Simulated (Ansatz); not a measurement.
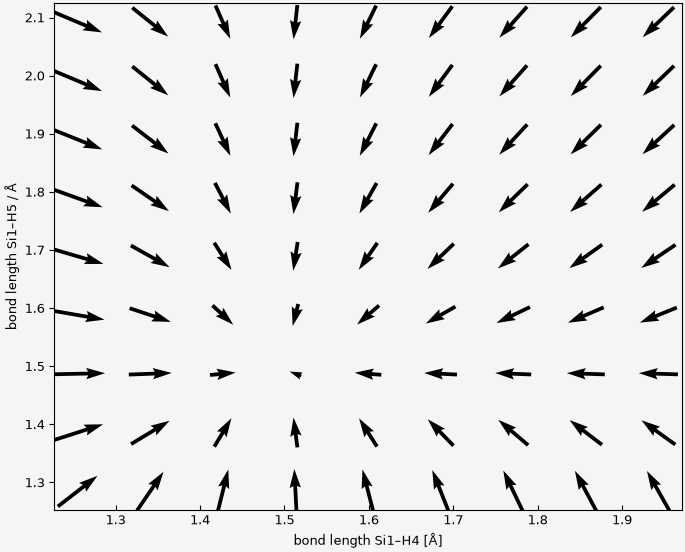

H3SiZn, SMILES [SiH3][Zn], spin multiplicity 2. The first coordinate is: bond length Si1–H4; the second: bond length Si1–H5. Nothing is relaxed (all other coordinates rigid). Grid: 9 × 9 points. Theory: Ansatz, UKS r2SCAN0-D4/def2-SVP.

In the figure: arrows along the force (downhill), their lengths compressed.

### The arrows alone are given. Where is the energy lowest?

The arrows converge at about bond length Si1–H4 = 1.494 Å, bond length Si1–H5 = 1.494 Å (read from the interpolated surface).

The energy map of the same scan:

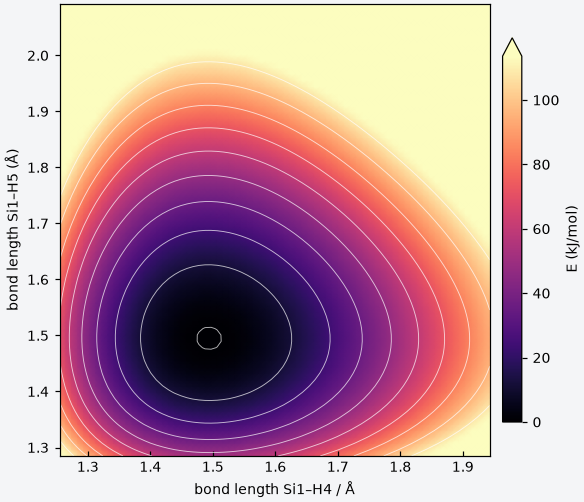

Energies are in kJ/mol, from the lowest grid point; between grid points the surface is interpolated.
